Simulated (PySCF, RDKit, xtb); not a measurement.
# Si2SbF: from the formula to a structure, part 1 of 2

Given the formula Si2SbF and nothing else, which arrangement of the atoms is the most stable in the gas at 298.15 K, and what are its properties?

Plan: many cheap relaxations first (GFN2-xTB), then density-functional screening, relaxation at PBE0-D3(BJ)/def2-SVP, vibrations (at GFN2-xTB) and a final energy. The numbers are computed, not measured.

1 further run of the same task is left out (it didn't finish).

**1. Candidates**

A program enumerates the bonding patterns with one Lewis structure each (two rings at most, one unusual centre or charged pair), with their diastereomers. O–O, O–halogen and N–halogen bonds and N–N–N chains are not drawn. That gives 7 candidates.

```csv
label,SMILES,spin
c264,[F][Sb]=[Si]=[Si],triplet
c277,F[Si]1=[Si]=[Sb]1,singlet
c428,F[Si][Si]#[Sb],singlet
c481,F[Si][Si]#[Sb],triplet
c800,F[Si]#[Sb]=[Si],singlet
c911,F[Si]#[Sb]=[Si],triplet
c956,[F][Sb]=[Si]=[Si],singlet
```

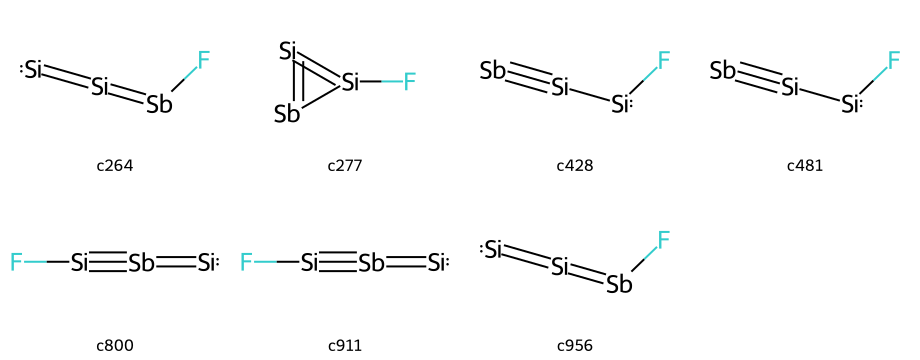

Structural formulas of the candidates.

Candidates are built by distance geometry, with a force field where one applies, in up to four conformers (letters a to d). 10 starts with atoms placed at random are added, to find patterns that the rules miss.

**2. Search with GFN2-xTB**

All 20 starts are relaxed the same way. One of them, c183 (atoms placed at random), in full:

start.xyz

```xyz
4
c183
F     -0.183000    -0.742900    -0.489290
Sb     0.908370     1.243990     0.152740
Si    -0.435450    -0.976510     1.210940
Si    -1.302670     0.712470     1.201550
```

Command:

```bash
$ xtb start.xyz --gfn 2 --opt
```

What it wrote, cut to the lines that bear on the results:

```text
* xtb version 6.7.1
[...]
          :  # basis functions                  34          :
[...]
          :  # electrons                        20          :
[...]
          :  Hamiltonian                  GFN2-xTB          :
[...]
          :  net charge                          0          :
          :  unpaired electrons                  0          :
[...]
   *** convergence criteria satisfied after 26 iterations ***
[...]
   *** GEOMETRY OPTIMIZATION CONVERGED AFTER 17 ITERATIONS ***
[...]
   *** convergence criteria satisfied after 3 iterations ***
[...]
         ::                     SUMMARY                     ::
         :::::::::::::::::::::::::::::::::::::::::::::::::::::
         :: total energy             -10.362734561827 Eh    ::
         :: gradient norm              0.000187270416 Eh/a0 ::
         :: HOMO-LUMO gap              0.485991845340 eV    ::
         ::.................................................::
         :: SCC energy               -10.372990675762 Eh    ::
         :: -> isotropic ES            0.032810157505 Eh    ::
         :: -> anisotropic ES         -0.015028012854 Eh    ::
         :: -> anisotropic XC         -0.032761250339 Eh    ::
         :: -> dispersion             -0.004223066015 Eh    ::
         :: repulsion energy           0.010256113934 Eh    ::
         :: add. restraining           0.000000000000 Eh    ::
         :: total charge               0.000000001700 e     ::
         :::::::::::::::::::::::::::::::::::::::::::::::::::::
[...]
        10        1.9998           -0.2692626              -7.3270 (HOMO)
        11        0.0002           -0.2514027              -6.8410 (LUMO)
[...]
          | TOTAL ENERGY              -10.362734561827 Eh   |
          | GRADIENT NORM               0.000187270416 Eh/α |
          | HOMO-LUMO GAP               0.485991845340 eV   |
           -------------------------------------------------
[...]
```

Wall time 0.21 s (2 threads of Intel Xeon at 2.50GHz (Skylake/Cascade Lake), shared host).

**3. The minima found**

20 of the 20 relaxations converged; the search merged 7 into others by its test of bonds and energy. 13 distinct structures remain:

```csv
label,start,SMILES after,spin,energy (kcal/mol),note
c428a,drawn and random,F[Si][Si]#[Sb],singlet,0.0,
c277a,drawn,[F][Si]1[Si][Sb]1 ‡,singlet,6.8,
c800a,drawn,[F][Si][Sb][Si] ‡,singlet,9.0,
c729,random,[F][Sb]1[Si][Si]1 ‡,singlet,9.1,
c183,random,[F][Si]1[Si][Sb]1 ‡,singlet,14.0,
c018,random,[F][Si]1[Si][Sb]1 ‡,singlet,14.4,
c956a,drawn,[F][Sb]1[Si][Si]1 ‡,singlet,15.3,bonds changed
c481b,drawn,F[Si][Si]#[Sb],triplet,15.7,
c481a,drawn,F[Si][Si]#[Sb],triplet,15.8,
c911a,drawn,[F][Si][Si][Sb] ‡,triplet,16.7,bonds changed
c264a,drawn,[F][Sb]1[Si][Si]1 ‡,triplet,21.9,bonds changed
c264b,drawn,[F][Sb]=[Si]=[Si],triplet,24.0,
c911b,drawn,[F][Si][Sb][Si] ‡,triplet,28.8,
```

‡ marks the bonded skeleton alone, with all bonds drawn single: no Lewis structure was assigned that passes a check against the bond lengths.

GFN2-xTB has no spin polarisation, so it can't rank spin states and is rough for open shells.

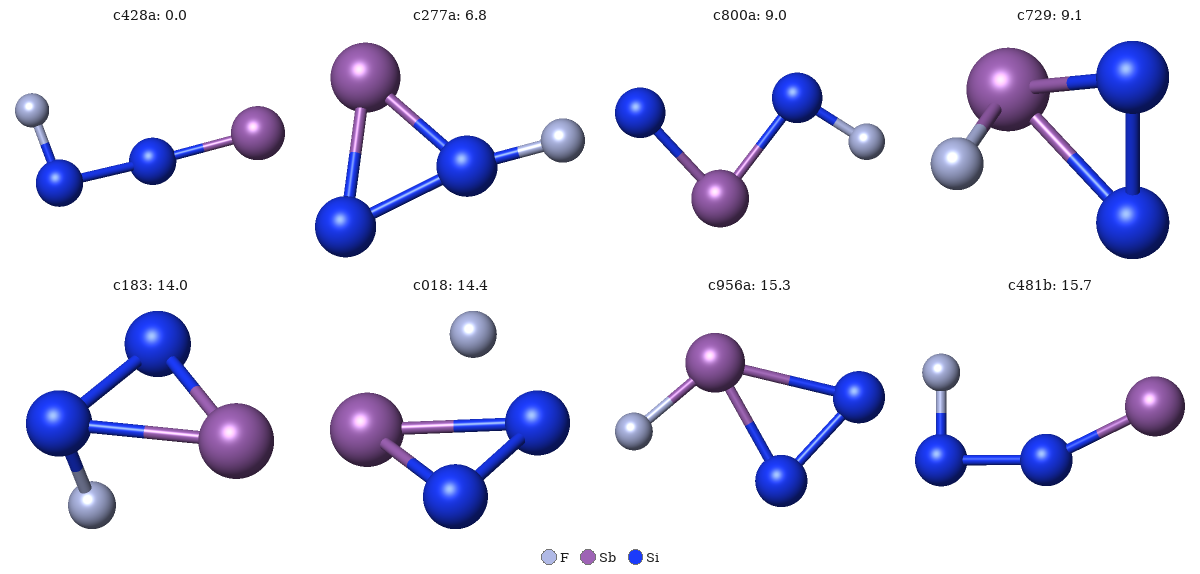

The 8 lowest minima that did not fall apart, with their GFN2-xTB energies in kcal/mol.

**4. Second filter: single points**

A choice of the minima (the low ones first, few conformers of a pattern, up to a cap) and the lowest that fell apart get a single point at r2SCAN-D4/def2-SVP on the tight-binding geometry, and one at HF/STO-3G for comparison. Some singlets are also tried as triplets at the same geometry (label ending in t). Within 25 kcal/mol but not screened, among others: c018, c911a. The first, c428a:

input.py

```python
from pyscf import gto, dft

mol = gto.M(
    atom='F -1.078247 -2.222811 -1.854827; Sb 0.117454 2.334020 -3.327876; Si 0.556044 -1.900747 -1.995386; Si 0.358933 0.007330 -3.134620',
    verbose=3,
    max_memory=3720,
    ecp={'Sb': 'def2-svp'},
    basis='def2-svp',
)

mf = dft.RKS(mol)
mf.xc = 'r2scan'
mf = mf.density_fit(auxbasis='def2-universal-jkfit')
mf.disp = 'd4'
mf.max_cycle = 100
mf.grids.level = 3
mf.conv_tol = 1e-09
mf.kernel()
if not mf.converged:
    mf = mf.newton().run(mf.mo_coeff, mf.mo_occ)

e_final = mf.e_tot
print(f'total energy: {e_final:.8f} hartree')
```

Command:

```bash
$ OMP_NUM_THREADS=2 python input.py
```

What it wrote:

```text
converged SCF energy = -918.79308010828
total energy: -918.79308011 hartree
```

It took 20 s on 2 threads of Intel Xeon at 2.50GHz (Skylake/Cascade Lake), shared host; peak memory 0.36 GiB.

Relative energies in kcal/mol, each column from its lowest structure that stays in one piece:

```csv
label,SMILES,spin,GFN2-xTB,HF/STO-3G,r2SCAN-D4/def2-SVP
c277a,[F][Si]1[Si][Sb]1 ‡,singlet,6.8,0.0,0.0
c800a,[F][Si][Sb][Si] ‡,singlet,9.0,3.6,22.1
c428a,F[Si][Si]#[Sb],singlet,0.0,24.0,23.2
c277at,[F][Si]1[Si][Sb]1 ‡,triplet,–,–,28.5
c481a,F[Si][Si]#[Sb],triplet,15.8,15.2,42.5
c481b,F[Si][Si]#[Sb],triplet,15.7,22.6,43.9
c800at,[F][Si][Sb][Si] ‡,triplet,–,–,47.6
c956a,[F][Sb]1[Si][Si]1 ‡,singlet,15.3,60.7,54.5
c183,[F][Si]1[Si][Sb]1 ‡,singlet,14.0,104.8,57.9
c264a,[F][Sb]1[Si][Si]1 ‡,triplet,21.9,50.8,58.5
c729,[F][Sb]1[Si][Si]1 ‡,singlet,9.1,53.0,67.9
c264b,[F][Sb]=[Si]=[Si],triplet,24.0,64.6,68.8
```

‡ marks the bonded skeleton alone, with all bonds drawn single: no Lewis structure was assigned that passes a check against the bond lengths.

Measured from c277a, GFN2-xTB misplaces c729 by 66 kcal/mol against r2SCAN-D4/def2-SVP, so minima dropped on its energies alone could hide the lowest isomer.

**5. Relaxing the best candidates**

3 candidates are relaxed at PBE0-D3(BJ)/def2-SVP (chosen among the lowest in one piece). The first, c277a:

input.xyz

```xyz
4

F      1.931502    -1.405227    -2.289193
Sb    -0.358535     1.372557    -2.900266
Si     0.347330    -0.939067    -2.486390
Si    -1.896490    -0.788746    -2.686905
```

run.py

```python
# F[Si]1=[Si]=[Sb]1
from pyscf import gto, dft
from pyscf.geomopt.geometric_solver import kernel as optimise

mol = gto.M(
    atom='input.xyz',
    spin=0,
    verbose=3,
    basis='def2-svp',
    max_memory=3720,
    ecp={'Sb': 'def2-svp'},
)

ks = dft.RKS(mol, xc='pbe0')
ks = ks.density_fit(auxbasis='def2-universal-jkfit')
ks.disp = 'd3bj'
ks.max_cycle = 100
ks.grids.level = 3
ks.conv_tol = 1e-09
converged, mol_eq = optimise(ks, maxsteps=120, convergence_set='GAU')
print('converged:', converged)
print(mol_eq.tostring())

ks.reset(mol_eq)
mol = mol_eq
ks.kernel()
if not ks.converged:
    ks = ks.newton().run(ks.mo_coeff, ks.mo_occ)
e_final = ks.e_tot
print('Final energy', e_final)
```

Command:

```bash
$ OMP_NUM_THREADS=2 python run.py
```

What it wrote:

```text
#|     Arguments passed to driver run_optimizer():      |#
convergence_set           GAU
maxiter                   120
----------------------------------------------------------
Custom engine selected.
Bonds will be generated from interatomic distances less than 1.20 times sum of covalent radii
12 internal coordinates being used (instead of 12 Cartesians)
Internal coordinate system (atoms numbered from 1):
Distance 1-3
Distance 2-3
Distance 2-4
Distance 3-4
Angle 3-2-4
Angle 2-3-4
Angle 2-4-3
LinearAngleX 1-3-4
LinearAngleY 1-3-4
Out-of-Plane 3-1-2-4
Dihedral 4-2-3-1
Translation-X 1-4
Translation-Y 1-4
Translation-Z 1-4
Rotation-A 1-4
Rotation-B 1-4
Rotation-C 1-4
> ===== Optimization Info: ====
> Job type: Energy minimization
> Maximum number of optimization cycles: 120
> Initial / maximum trust radius (Angstrom): 0.100 / 0.300
> Convergence Criteria:
> Will converge when all 5 criteria are reached:
>  |Delta-E| < 1.00e-06
>  RMS-Grad  < 3.00e-04
>  Max-Grad  < 4.50e-04
>  RMS-Disp  < 1.20e-03
>  Max-Disp  < 1.80e-03
> === End Optimization Info ===

Geometry optimization cycle 1
Cartesian coordinates (Angstrom)
 Atom        New coordinates             dX        dY        dZ
   F   1.931502  -1.405227  -2.289193    0.000000  0.000000  0.000000
  Sb  -0.358535   1.372557  -2.900266    0.000000  0.000000  0.000000
  Si   0.347330  -0.939067  -2.486390    0.000000  0.000000  0.000000
  Si  -1.896490  -0.788746  -2.686905    0.000000  0.000000  0.000000

WARN: Mole.unit (angstrom) is changed to Bohr

converged SCF energy = -918.503592533984
--------------- DFRKS_Scanner gradients ---------------
         x                y                z
0 F     0.0253334444     0.0006333268     0.0019846237
1 Sb    -0.0003940159     0.0145146778    -0.0022980289
2 Si    -0.0243680256    -0.0165761874     0.0006487717
3 Si    -0.0005406384     0.0015075133    -0.0002922917
----------------------------------------------
cycle 1: E = -918.503592534  dE = -918.504  norm(grad) = 0.0416399
Step    0 : Gradient = 2.082e-02/2.948e-02 (rms/max) Energy = -918.5035925340
Hessian Eigenvalues: 4.97389e-02 5.00000e-02 5.00000e-02 ... 1.69917e-01 2.50000e-01 4.07294e-01

Geometry optimization cycle 2
Cartesian coordinates (Angstrom)
 Atom        New coordinates             dX        dY        dZ
   F   1.896181  -1.446978  -2.287710   -0.035321 -0.041751  0.001483
  Sb  -0.383707   1.358046  -2.899616   -0.025172 -0.014511  0.000650
  Si   0.379706  -0.881225  -2.493878    0.032376  0.057842 -0.007488
  Si  -1.869676  -0.793685  -2.683373    0.026814 -0.004939  0.003532
converged SCF energy = -918.507194699634
--------------- DFRKS_Scanner gradients ---------------
         x                y                z
0 F     0.0085444405     0.0019152209     0.0004802601
1 Sb    -0.0023578532    -0.0012855212     0.0000047658
2 Si    -0.0066173274    -0.0069102257     0.0005476908
3 Si     0.0004984717     0.0062147345    -0.0009346910
----------------------------------------------
cycle 2: E = -918.5071947  dE = -0.00360217  norm(grad) = 0.0146868
Step    1 : Displace = 4.751e-02/6.792e-02 (rms/max) Trust = 1.000e-01 (=) Grad = 7.343e-03/9.583e-03 (rms/max) E (change) = -918.5071946996 (-3.602e-03) Quality = 1.363
Hessian Eigenvalues: 4.97374e-02 4.99792e-02 5.00000e-02 ... 1.58592e-01 1.73967e-01 3.98646e-01

Geometry optimization cycle 3
Cartesian coordinates (Angstrom)
 Atom        New coordinates             dX        dY        dZ
   F   1.854284  -1.494375  -2.288494   -0.041897 -0.047397 -0.000784
  Sb  -0.403994   1.380642  -2.904324   -0.020287  0.022595 -0.004708
  Si   0.407525  -0.822248  -2.503036    0.027819  0.058977 -0.009158
  Si  -1.840005  -0.824402  -2.675502    0.029671 -0.030718  0.007871
converged SCF energy = -918.508510666797
--------------- DFRKS_Scanner gradients ---------------
         x                y                z
0 F    -0.0054505390     0.0041246463    -0.0011621358
1 Sb    -0.0015530048    -0.0036972777     0.0004506161
2 Si     0.0075502274    -0.0043974164     0.0012571899
3 Si    -0.0005901225     0.0039057699    -0.0006558713
----------------------------------------------
cycle 3: E = -918.508510667  dE = -0.00131597  norm(grad) = 0.0125823
Step    2 : Displace = 5.275e-02/6.538e-02 (rms/max) Trust = 1.414e-01 (+) Grad = 6.291e-03/8.827e-03 (rms/max) E (change) = -918.5085106668 (-1.316e-03) Quality = 1.182
Hessian Eigenvalues: 4.97412e-02 4.99919e-02 5.00000e-02 ... 1.39286e-01 1.77533e-01 4.68261e-01

Geometry optimization cycle 4
Cartesian coordinates (Angstrom)
 Atom        New coordinates             dX        dY        dZ
   F   1.842952  -1.514733  -2.283559   -0.011332 -0.020358  0.004935
  Sb  -0.410019   1.398359  -2.907133   -0.006026  0.017717 -0.002809
  Si   0.413585  -0.798810  -2.504652    0.006060  0.023438 -0.001615
  Si  -1.827150  -0.842045  -2.671358    0.012855 -0.017643  0.004144
converged SCF energy = -918.508791709466
--------------- DFRKS_Scanner gradients ---------------
         x                y                z
0 F    -0.0034456061     0.0018975403    -0.0007331426
1 Sb    -0.0007746919    -0.0014138936     0.0001633454
2 Si     0.0045348789    -0.0019381836     0.0006465719
3 Si    -0.0003495686     0.0014004556    -0.0002484107
----------------------------------------------
cycle 4: E = -918.508791709  dE = -0.000281043  norm(grad) = 0.00674694
Step    3 : Displace = 2.233e-02/2.495e-02 (rms/max) Trust = 2.000e-01 (+) Grad = 3.373e-03/4.974e-03 (rms/max) E (change) = -918.5087917095 (-2.810e-04) Quality = 1.304
Hessian Eigenvalues: 4.89425e-02 4.97640e-02 4.99994e-02 ... 1.43894e-01 1.76600e-01 3.81250e-01

Geometry optimization cycle 5
Cartesian coordinates (Angstrom)
 Atom        New coordinates             dX        dY        dZ
   F   1.841678  -1.518730  -2.276329   -0.001274 -0.003998  0.007230
  Sb  -0.408805   1.405729  -2.907833    0.001214  0.007370 -0.000700
  Si   0.412362  -0.791216  -2.502339   -0.001223  0.007594  0.002313
  Si  -1.823762  -0.849640  -2.669595    0.003388 -0.007595  0.001763
converged SCF energy = -918.508841044469
--------------- DFRKS_Scanner gradients ---------------
         x                y                z
0 F    -0.0002583642     0.0000202681    -0.0002069296
1 Sb    -0.0000763366    -0.0001529171     0.0000243795
2 Si     0.0003281189     0.0000006564     0.0000160423
3 Si    -0.0000187491     0.0000780003    -0.0000163165
----------------------------------------------
cycle 5: E = -918.508841044  dE = -4.9335e-05  norm(grad) = 0.00050439
Step    4 : Displace = 7.126e-03/8.228e-03 (rms/max) Trust = 2.828e-01 (+) Grad = 2.522e-04/3.316e-04 (rms/max) E (change) = -918.5088410445 (-4.934e-05) Quality = 1.021
Hessian Eigenvalues: 4.42809e-02 4.97600e-02 4.99978e-02 ... 1.45463e-01 1.73390e-01 3.72908e-01

Geometry optimization cycle 6
Cartesian coordinates (Angstrom)
 Atom        New coordinates             dX        dY        dZ
   F   1.842328  -1.516841  -2.271013    0.000650  0.001889  0.005316
  Sb  -0.407934   1.406288  -2.907637    0.000872  0.000559  0.000197
  Si   0.411963  -0.790889  -2.499474   -0.000399  0.000327  0.002865
  Si  -1.823659  -0.849893  -2.669362    0.000103 -0.000253  0.000233
converged SCF energy = -918.508841895751
--------------- DFRKS_Scanner gradients ---------------
         x                y                z
0 F     0.0000905469    -0.0001009463    -0.0001605686
1 Sb     0.0000023650     0.0000327882     0.0000024963
2 Si    -0.0001019760     0.0000447562    -0.0000289793
3 Si    -0.0000084588    -0.0000325910     0.0000027332
----------------------------------------------
cycle 6: E = -918.508841896  dE = -8.51282e-07  norm(grad) = 0.000244216
Step    5 : Displace = 7.048e-04/8.498e-04 (rms/max) Trust = 3.000e-01 (+) Grad = 1.221e-04/2.102e-04 (rms/max) E (change) = -918.5088418958 (-8.513e-07) Quality = 0.606
Hessian Eigenvalues: 4.42809e-02 4.97600e-02 4.99978e-02 ... 1.45463e-01 1.73390e-01 3.72908e-01
Converged! =D

converged: True
F           1.84232778       -1.51684109       -2.27101279
Sb         -0.40793389        1.40628791       -2.90763659
Si          0.41196266       -0.79088917       -2.49947410
Si         -1.82365881       -0.84989324       -2.66936225
converged SCF energy = -918.508841896822
Final energy -918.5088418968221
```

Wall time 63 s (2 threads of Intel Xeon at 2.50GHz (Skylake/Cascade Lake), shared host); peak memory 0.76 GiB.

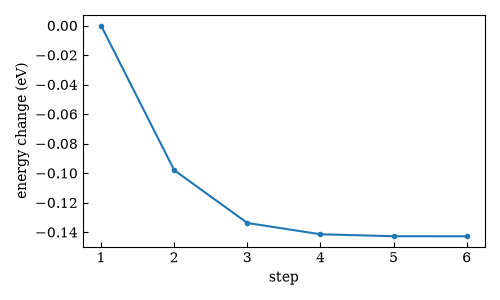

Energy along the run, all evaluated steps.

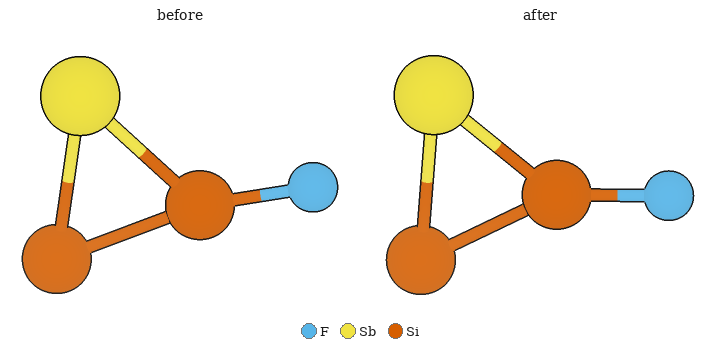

Before and after, at one scale.

After the run. Bond lengths: F1–Si3 1.620 Å, Sb2–Si3 2.380 Å, Sb2–Si4 2.674 Å, Si3–Si4 2.243 Å. Angles: F1–Si3–Sb2 137.9°, F1–Si3–Si4 151.5°, Sb2–Si3–Si4 70.6°, Si3–Sb2–Si4 52.3°, Sb2–Si4–Si3 57.1°.

**6. After refinement**

```csv
label,spin,r2SCAN-D4/def2-SVP (kcal/mol),"PBE0-D3(BJ)/def2-SVP, relaxed (kcal/mol)",time,note
c800a,singlet,22.1,0.0,3.7 min,same minimum as c277a
c277a,singlet,0.0,0.0,63 s,
c428a,singlet,23.2,19.7,3.5 min,
```

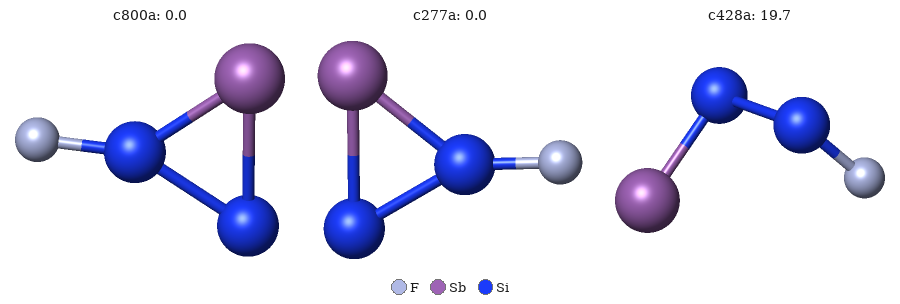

The relaxed structures, with energies at PBE0-D3(BJ)/def2-SVP in kcal/mol.

**7. Are they minima? Harmonic frequencies**

The lowest few go on as finalists. In this search the thermal terms come from GFN2-xTB at its own nearest minimum. The first, c277a:

start.xyz

```xyz
4
c277a
F      1.842328    -1.516841    -2.271013
Sb    -0.407934     1.406288    -2.907637
Si     0.411963    -0.790889    -2.499474
Si    -1.823659    -0.849893    -2.669362
```

Command:

```bash
$ xtb start.xyz --gfn 2 --ohess tight
```

What it wrote, cut to the lines that bear on the results:

```text
[...]
         ::                     SUMMARY                     ::
         :::::::::::::::::::::::::::::::::::::::::::::::::::::
         :: total energy             -10.374183786434 Eh    ::
         :: gradient norm              0.000118279577 Eh/a0 ::
         :: HOMO-LUMO gap              1.246821078462 eV    ::
         ::.................................................::
         :: SCC energy               -10.399769441990 Eh    ::
         :: -> isotropic ES            0.012213806863 Eh    ::
         :: -> anisotropic ES         -0.003605132873 Eh    ::
         :: -> anisotropic XC         -0.012213707331 Eh    ::
         :: -> dispersion             -0.003982836522 Eh    ::
         :: repulsion energy           0.025585655556 Eh    ::
         :: add. restraining           0.000000000000 Eh    ::
         :: total charge               0.000000000022 e     ::
         :::::::::::::::::::::::::::::::::::::::::::::::::::::
[...]
          | TOTAL ENERGY              -10.374183786302 Eh   |
          | TOTAL ENTHALPY            -10.363297889929 Eh   |
          | TOTAL FREE ENERGY         -10.401858448499 Eh   |
          | GRADIENT NORM               0.000117619349 Eh/α |
[...]
```

Run time: 0.33 s. Hardware: 2 threads of Intel Xeon at 2.50GHz (Skylake/Cascade Lake), shared host; peak memory 0.15 GiB.

**8. Zero-point energy and free-energy terms**

As xtb prints them, at 298.15 K, with its own treatment of low modes:

```csv
label,SMILES,spin,lowest mode (cm⁻¹),zero-point (kcal/mol),G − E (kcal/mol)
c277a,[F][Si]1[Si][Sb]1 ‡,singlet,95,2.7,-17.4
c428a,F[Si][Si]#[Sb],singlet,47,2.8,-17.6
```

‡ marks the bonded skeleton alone, with all bonds drawn single: no Lewis structure was assigned that passes a check against the bond lengths.

**9. Last filter: a higher level**

Each finalist gets a single point at CCSD(T)/def2-SVP + MP2/def2-TZVPP - MP2/def2-SVP.

c277a, CCSD(T)/def2-SVP:

job.py

```python
# F[Si]1=[Si]=[Sb]1
from pyscf import gto, scf, cc

molecule = gto.M(
    atom=[
    ('F', (1.842328, -1.516841, -2.271013)),
    ('Sb', (-0.407934, 1.406288, -2.907637)),
    ('Si', (0.411963, -0.790889, -2.499474)),
    ('Si', (-1.823659, -0.849893, -2.669362)),
],
    ecp={'Sb': 'def2-svp'},
    max_memory=3720,
    basis='def2-svp',
    verbose=3,
)

mf = scf.RHF(molecule)
mf.conv_tol = 1e-09
mf.max_cycle = 100
mf.kernel()
if not mf.converged:
    mf = mf.newton().run(mf.mo_coeff, mf.mo_occ)

mycc = cc.CCSD(mf, frozen=15)
mycc.kernel()
e_t = mycc.ccsd_t()
e_tot = mycc.e_tot + e_t
print('Final energy', e_tot)
```

Command:

```bash
$ OMP_NUM_THREADS=2 python job.py
```

What it wrote:

```text
converged SCF energy = -916.290442445671
E(CCSD) = -916.7773765349718  E_corr = -0.4869340893003555
CCSD(T) correction = -0.0219793885485584
Final energy -916.7993559235204
```

Wall time 17 s (2 threads of Intel Xeon at 2.50GHz (Skylake/Cascade Lake), shared host); peak memory 0.26 GiB.

(Continued in part 2 of 2.)
